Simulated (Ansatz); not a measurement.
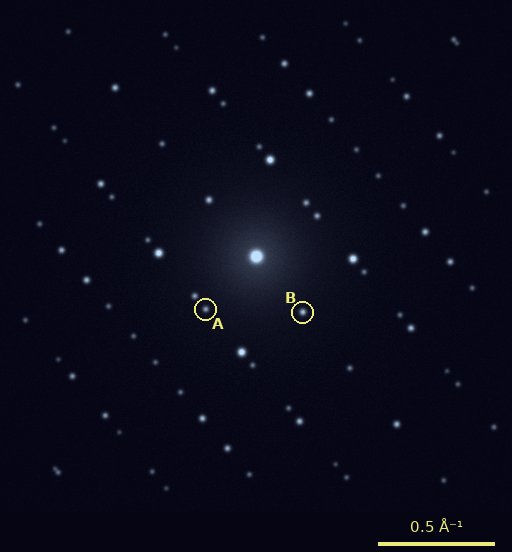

Kinematic zone-axis pattern, calculated for 200 keV electrons with B = 0.8 Å². Two individuals of a reflection twin are superposed (a geometric construction: whether this twin forms is not tested). Crystal: ZrSiW, space group I4mm (No. 107), a = 3.350 Å, c = 9.214 Å, zone axis [111]. Structure: the end point of a relaxation with Ansatz 0.2.0, DFT PBE, scalar-relativistic, plane waves, PAW; the starting structure was generated, so it need not be a known form of this composition.

In the first individual spot A is -1 0 1 and spot B is 0 -1 1.

> Find the twin plane.

(01-1). The spot positions of the combined pattern are mirror-symmetric about the row through 0 1 -1 (d = 3.148 Å), which both individuals share, while a single individual has only symmetry 2mm without that mirror line. Friedel's law adds a mirror line at right angles, along which no low-index reflection lies.

> Which other reflections coincide?

Within the frame only the reflections of the common row coincide.
